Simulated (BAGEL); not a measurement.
# singlet SiNH3ClO+: levels of theory compared

We compute a comparison of 6 runs (HF/3-21G, HF/6-31G*, B3LYP/6-31G*, B3LYP/def2-SVP, PBE0/def2-SVP, RI-MP2/def2-SVP) of singlet SiNH3ClO+. 

Program for the calculation: BAGEL 1.2.2.

2 further runs of the same task are left out: 1 that didn't finish, 1 set aside as unsound or not needed. Runs told in other sessions of the task aren't counted.

### Step 1. The system as given

The species is SiNH3ClO+ (7 atoms), meant as a singlet with charge +1. As SMILES of the parent species, `[NH][SiH](O)Cl`. The shape is that of a PBE0-D4/def2-TZVP optimisation. This is one conformer, not always the lowest. That shape belongs to the parent species and isn't relaxed for this state.

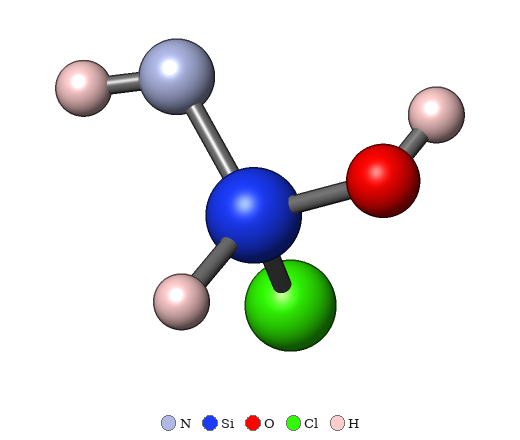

Viewed from a chosen angle; nitrogen light blue, silicon blue, oxygen red, chlorine green, hydrogen pink.

### Step 2. The energy at HF/3-21G (density fitting with qzvpp-jkfit) (run 1)

The input, job.json:

```json
{ "bagel": [

{
  "title": "molecule",
  "basis": "3-21g",
  "df_basis": "qzvpp-jkfit",
  "angstrom": true,
  "geometry": [
    { "atom": "N", "xyz": [      -0.309900,       1.111500,      -0.879100 ] },
    { "atom": "Si", "xyz": [      -0.073900,      -0.114300,       0.330400 ] },
    { "atom": "O", "xyz": [       1.465600,      -0.630300,       0.304800 ] },
    { "atom": "Cl", "xyz": [      -1.390000,      -1.593900,      -0.221000 ] },
    { "atom": "H", "xyz": [      -1.151500,       1.677300,      -0.756300 ] },
    { "atom": "H", "xyz": [      -0.348600,       0.280200,       1.724700 ] },
    { "atom": "H", "xyz": [       1.869600,      -0.798400,      -0.549200 ] }
  ]
},

{ "title": "hf", "charge": 1 },

{ "title": "print", "file": "orbitals.molden", "orbitals": true }

]}
```

Run with:

```sh
$ BAGEL_NUM_THREADS=1 BAGEL job.json > job.out
```

The program printed:

```text
* using 1 threads per process

  ===============================================================
  ===============================================================

  *** Geometry ***

  { "atom" : "N", "xyz" : [     -0.585626,      2.100431,     -1.661258 ] },
  { "atom" : "Si", "xyz" : [     -0.139651,     -0.215996,      0.624366 ] },
  { "atom" : "O", "xyz" : [      2.769583,     -1.191094,      0.575989 ] },
  { "atom" : "Cl", "xyz" : [     -2.626719,     -3.012034,     -0.417629 ] },
  { "atom" : "H", "xyz" : [     -2.176020,      3.169638,     -1.429200 ] },
  { "atom" : "H", "xyz" : [     -0.658759,      0.529501,      3.259211 ] },
  { "atom" : "H", "xyz" : [      3.533032,     -1.508757,     -1.037838 ] },

  Number of auxiliary basis functions:      464

  Since a DF basis is specified, we compute 2- and 3-index integrals:
    o Being stored without compression. Storage requirement is 0.009 GB

  Number of basis functions:       50
  Number of electrons      :       49

    * METHOD: MOLECULE                             0.12

  *** RHF ***

  === Nuclear Repulsion ===
   216.9330652854

      * DIIS with orbital gradients will be used.

  === RHF iteration (3-21g) ===
      0       -874.48724701          0.02415467           0.02
      1       -874.60210404          0.01560294           0.02
      2       -874.64695125          0.00217273           0.02
      3       -874.64968678          0.00079162           0.02
      4       -874.65024240          0.00047522           0.02
      5       -874.65052869          0.00034624           0.02
      6       -874.65070900          0.00029965           0.02
      7       -874.65094553          0.00022803           0.02
      8       -874.65119639          0.00011823           0.02
      9       -874.65125129          0.00005789           0.02
[... 14 lines of this table left out ...]
     24       -874.65126359          0.00000002           0.02
     25       -874.65126359          0.00000001           0.02
     26       -874.65126359          0.00000001           0.02
     27       -874.65126359          0.00000001           0.02
    * SCF iteration converged.

    * Permanent dipole moment:
           (    0.346494,    -2.653228,     0.677458) a.u.

    * METHOD: HF                                   0.74

    * METHOD: PRINT                                0.00

  ===============================================================
```

It took 1 s on 1 thread of Arm Neoverse V2, shared host.

### Step 3. A single-point energy at HF/6-31G(d) (density fitting with qzvpp-jkfit, spherical functions) (run 2)

The input, hf.json:

```json
{ "bagel" : [

{
  "title" : "molecule",
  "basis" : "6-31gs.json",
  "df_basis" : "qzvpp-jkfit",
  "angstrom" : true,
  "geometry" : [
    { "atom" : "N", "xyz" : [   -0.309900,    1.111500,   -0.879100 ] },
    { "atom" : "Si", "xyz" : [   -0.073900,   -0.114300,    0.330400 ] },
    { "atom" : "O", "xyz" : [    1.465600,   -0.630300,    0.304800 ] },
    { "atom" : "Cl", "xyz" : [   -1.390000,   -1.593900,   -0.221000 ] },
    { "atom" : "H", "xyz" : [   -1.151500,    1.677300,   -0.756300 ] },
    { "atom" : "H", "xyz" : [   -0.348600,    0.280200,    1.724700 ] },
    { "atom" : "H", "xyz" : [    1.869600,   -0.798400,   -0.549200 ] }
  ]
},
{
  "title" : "hf",
  "charge" : 1
},
{
  "title" : "print",
  "file" : "orbitals.molden",
  "orbitals" : true
}

]}
```

The basis set 6-31G* is read from a file made from the Basis Set Exchange's data (not shown).

Run with:

```sh
$ BAGEL_NUM_THREADS=1 BAGEL hf.json > hf.out
```

The program printed:

```text
* using 1 threads per process

  ===============================================================
  ===============================================================

  *** Geometry ***

  { "atom" : "N", "xyz" : [     -0.585626,      2.100431,     -1.661258 ] },
  { "atom" : "Si", "xyz" : [     -0.139651,     -0.215996,      0.624366 ] },
  { "atom" : "O", "xyz" : [      2.769583,     -1.191094,      0.575989 ] },
  { "atom" : "Cl", "xyz" : [     -2.626719,     -3.012034,     -0.417629 ] },
  { "atom" : "H", "xyz" : [     -2.176020,      3.169638,     -1.429200 ] },
  { "atom" : "H", "xyz" : [     -0.658759,      0.529501,      3.259211 ] },
  { "atom" : "H", "xyz" : [      3.533032,     -1.508757,     -1.037838 ] },

  Number of auxiliary basis functions:      464

  Since a DF basis is specified, we compute 2- and 3-index integrals:
    o Being stored without compression. Storage requirement is 0.018 GB

  Number of basis functions:       70
  Number of electrons      :       49

    * METHOD: MOLECULE                             0.17

  *** RHF ***

  === Nuclear Repulsion ===
   216.9330652854

      * DIIS with orbital gradients will be used.

  === RHF iteration (6-31gs.json) ===
      0       -878.83804146          0.02318309           0.03
      1       -879.00658495          0.01459465           0.04
      2       -879.08442725          0.00260551           0.03
      3       -879.09196787          0.00118180           0.04
      4       -879.09379698          0.00069706           0.03
      5       -879.09506287          0.00049308           0.03
      6       -879.09588594          0.00039917           0.04
      7       -879.09679385          0.00028847           0.04
      8       -879.09741211          0.00014872           0.04
      9       -879.09755430          0.00007109           0.03
[... 18 lines of this table left out ...]
     28       -879.09757772          0.00000003           0.03
     29       -879.09757772          0.00000002           0.03
     30       -879.09757772          0.00000001           0.03
     31       -879.09757772          0.00000001           0.03
    * SCF iteration converged.

    * Permanent dipole moment:
           (    0.339199,    -2.394374,     0.769475) a.u.

    * METHOD: HF                                   1.23

    * METHOD: PRINT                                0.01

  ===============================================================
```

It took 1.6 s on 1 thread of Arm Neoverse V2, shared host.

Runs 3 to 5 aren't shown in full; the table further down has their settings and results.

### Step 4. A single-point energy at RI-MP2/def2-SVP (density fitting with qzvpp-jkfit) (run 6)

The input, input.json:

```json
{ "bagel": [

{
  "title": "molecule",
  "basis": "svp",
  "df_basis": "qzvpp-jkfit",
  "angstrom": "true",
  "geometry": [
    { "atom": "N", "xyz": [      -0.309900,       1.111500,      -0.879100 ] },
    { "atom": "Si", "xyz": [      -0.073900,      -0.114300,       0.330400 ] },
    { "atom": "O", "xyz": [       1.465600,      -0.630300,       0.304800 ] },
    { "atom": "Cl", "xyz": [      -1.390000,      -1.593900,      -0.221000 ] },
    { "atom": "H", "xyz": [      -1.151500,       1.677300,      -0.756300 ] },
    { "atom": "H", "xyz": [      -0.348600,       0.280200,       1.724700 ] },
    { "atom": "H", "xyz": [       1.869600,      -0.798400,      -0.549200 ] }
  ]
},

{
  "title": "hf",
  "charge": 1
},

{
  "title": "mp2",
  "charge": 1,
  "ncore": 12
}

]}
```

Run with:

```sh
$ BAGEL_NUM_THREADS=1 BAGEL input.json > input.out
```

The program printed:

```text
* using 1 threads per process

  ===============================================================
  ===============================================================

  *** Geometry ***

  { "atom" : "N", "xyz" : [     -0.585626,      2.100431,     -1.661258 ] },
  { "atom" : "Si", "xyz" : [     -0.139651,     -0.215996,      0.624366 ] },
  { "atom" : "O", "xyz" : [      2.769583,     -1.191094,      0.575989 ] },
  { "atom" : "Cl", "xyz" : [     -2.626719,     -3.012034,     -0.417629 ] },
  { "atom" : "H", "xyz" : [     -2.176020,      3.169638,     -1.429200 ] },
  { "atom" : "H", "xyz" : [     -0.658759,      0.529501,      3.259211 ] },
  { "atom" : "H", "xyz" : [      3.533032,     -1.508757,     -1.037838 ] },

  Number of auxiliary basis functions:      464

  Since a DF basis is specified, we compute 2- and 3-index integrals:
    o Being stored without compression. Storage requirement is 0.023 GB

  Number of basis functions:       79
  Number of electrons      :       49

    * METHOD: MOLECULE                             0.15

  *** RHF ***

  === Nuclear Repulsion ===
   216.9330652854

      * DIIS with orbital gradients will be used.

  === RHF iteration (svp) ===
      0       -878.58732946          0.01963912           0.04
      1       -878.72575623          0.01288088           0.04
      2       -878.79462253          0.00206796           0.04
      3       -878.79972673          0.00082728           0.04
      4       -878.80077673          0.00044241           0.04
      5       -878.80129291          0.00028220           0.04
[... 22 lines of this table left out ...]
     28       -878.80220773          0.00000001           0.04
     29       -878.80220773          0.00000001           0.04
    * SCF iteration converged.

    * Permanent dipole moment:
           (    0.373186,    -2.303606,     0.780667) a.u.

    * METHOD: HF                                   1.33

  *** RHF ***

  === Nuclear Repulsion ===
   216.9330652854

      * DIIS with orbital gradients will be used.

  === RHF iteration (svp) ===
      0       -878.80220773          0.00000001           0.04
    * SCF iteration converged.

    * Permanent dipole moment:
           (    0.373186,    -2.303606,     0.780667) a.u.

  === DF-MP2 calculation ===

    * freezing 12 orbitals
    * 3-index integral transformation done
    * assembly done

      MP2 correlation energy:   -0.5331168086      0.02

      MP2 total energy:       -879.3353245404

    * METHOD: MP2                                  0.11

  ===============================================================
```

Run time: 1.8 s. Hardware: 1 thread of Arm Neoverse V2, shared host; peak memory 0.11 GiB.

### Step 5. Overview of the runs

```
run                                                                 level  frozen core orbitals  energy (Eh)  HOMO energy (eV)  LUMO energy (eV)  HOMO–LUMO gap (eV)  wall time
  1                           HF/3-21G (density fitting with qzvpp-jkfit)                     –  -874.651264            -18.48             -9.63                8.85        1 s
  2     HF/6-31G* (density fitting with qzvpp-jkfit, spherical functions)                     –  -879.097578            -18.26             -9.38                8.89      1.6 s
  3  B3LYP/6-31G* (density fitting with qzvpp-jkfit, spherical functions)                     –  -881.086713            -15.18            -13.44                1.74      5.1 s
  4                     B3LYP/def2-SVP (density fitting with qzvpp-jkfit)                     –  -880.797109            -15.13            -13.42                1.71      6.3 s
  5                      PBE0/def2-SVP (density fitting with qzvpp-jkfit)                     –  -880.341852            -15.42            -13.38                2.04      5.7 s
  6                    RI-MP2/def2-SVP (density fitting with qzvpp-jkfit)                    12  -879.335325                 –                 –                   –      1.8 s
```

### Step 6. Results

| quantity | value |
| --- | --- |
| run 6: total energy | -879.33532 Eh |
| run 6: correlation energy (12 core orbitals frozen) | -533.1 mEh |

What this shows: Over runs 1, 2, 3, 4, 5 the HOMO–LUMO gap runs from 1.71 eV (B3LYP/def2-SVP) to 8.89 eV (HF/6-31G*). The two ends differ in method and basis. Totals of different functionals can't be ranked against each other. All runs together took 21 s, the longest 6.3 s.
